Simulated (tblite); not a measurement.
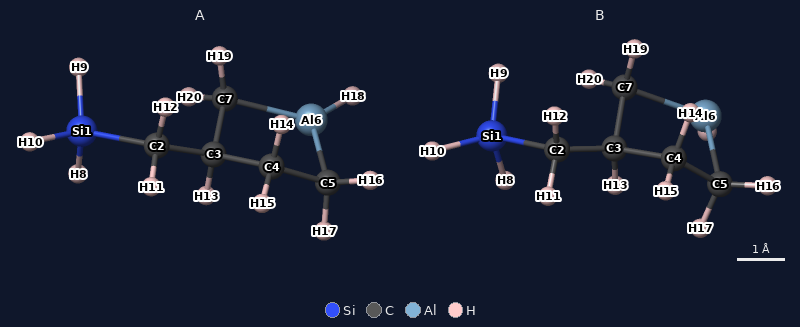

Two geometries of C5H13AlSi, drawn at one scale. One is the start of a relaxation, the other its converged end. A ball-and-stick model, seen from a free direction.

Theory: GFN2-xTB geometry optimisation, gas phase (tblite). 

Q: Which of the two is the end point?

A: Structure A is the relaxed one. The energy falls by 25.0 kcal/mol in 113 geometry steps. H18 moves most after the best rigid fit: 1.31 Å. By element the largest moves are H 1.31 Å, C 0.42 Å, Si 0.31 Å, Al 0.16 Å. Among the contacts that change: C2–C3 1.459 → 1.529 Å, Al6–H18 1.594 → 1.541 Å, C5–Al6 2.036 → 1.996 Å, Al6–C7 2.033 → 1.994 Å. Bond angles that change, for instance: C7–Al6–H18 119.3° → 131.2°, H16–C5–H17 116.4° → 105.5°, C5–Al6–H18 120.0° → 130.7°. Groups turn about C3–C4 by about 20°. Cost: 1.6 s on 1 thread of Arm Neoverse N1 (shared host).
